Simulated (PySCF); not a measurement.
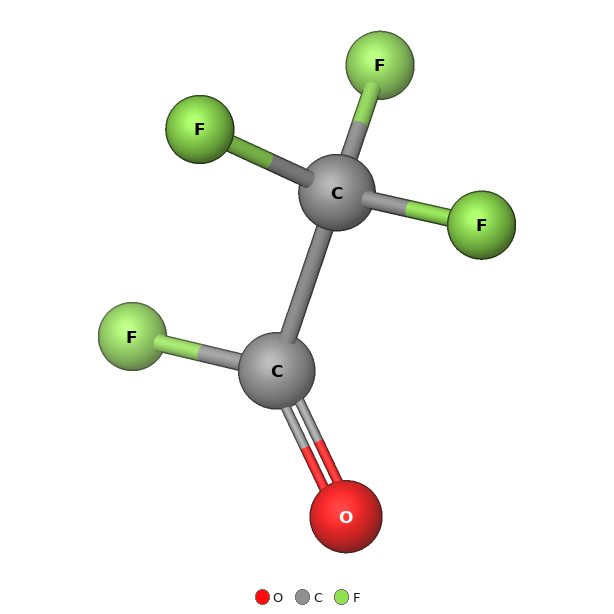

The geometry was computed by an optimisation with PBE0-D3(BJ)/def2-SVP. No frequency run is at hand to confirm it as a minimum. Level of theory: PBE0/6-31G, gas phase (PySCF 2.14.0).

Give the LUMO energy (Kohn–Sham orbital) at this level.

Answer. −2.15 eV.

What is the HOMO energy (Kohn–Sham orbital)?

Answer. −10.17 eV.

Give the dipole moment at this level.

Answer. 0.58 D.
